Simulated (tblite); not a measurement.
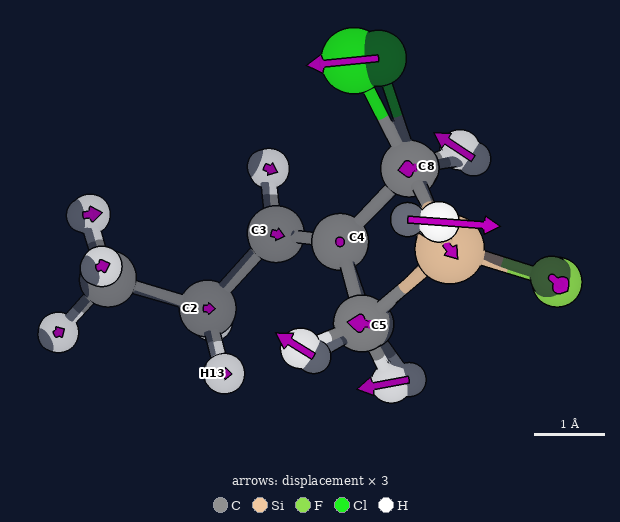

A relaxation of C6H10ClFSi. The starting structure is drawn faded, the final one solid; purple arrows show the displacements, 3 times their true length. The two geometries are superimposed by the best rigid fit.

The picture is a ball-and-stick view, seen at a tilt.

Level of theory: tblite 0.8.0, GFN2-xTB geometry optimisation, gas phase. 

Question: What did the optimiser do to the structure, and how much energy did it gain?

Answer: Over 100 geometry steps the energy falls by 9.56 kcal/mol. An H atom moves most after the best rigid fit: 0.45 Å. Largest moves by element: H 0.45 Å, Cl 0.36 Å, F 0.18 Å, C 0.14 Å, Si 0.10 Å. Near-neighbour distances that change, for instance: H–Si 1.488 → 1.444 Å, C–C 1.555 → 1.512 Å, C–C 1.362 → 1.321 Å, C–Si 1.884 → 1.923 Å. Among the angles between lasting bonds that change: Si–C–Cl 107.7° → 117.4°, C–Si–H 115.0° → 124.3°, F–Si–H 114.0° → 105.8°.
